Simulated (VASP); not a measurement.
Band structure of Nb (bcc). Level of theory: revPBE GGA, VASP's PBE PAW potentials (set 64) (plane waves; VASP).

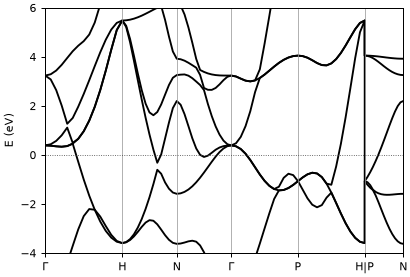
Figure. Bands along high-symmetry lines, zero at the valence-band maximum or, without a gap, the Fermi level

### Question
Read the plot: is there a gap, and where are the band edges?

### Answer
It has no gap at this level: it comes out as a metal or semimetal. (Edges off the drawn lines would not show.)

The compound is Nb in the bcc structure. It was relaxed first.
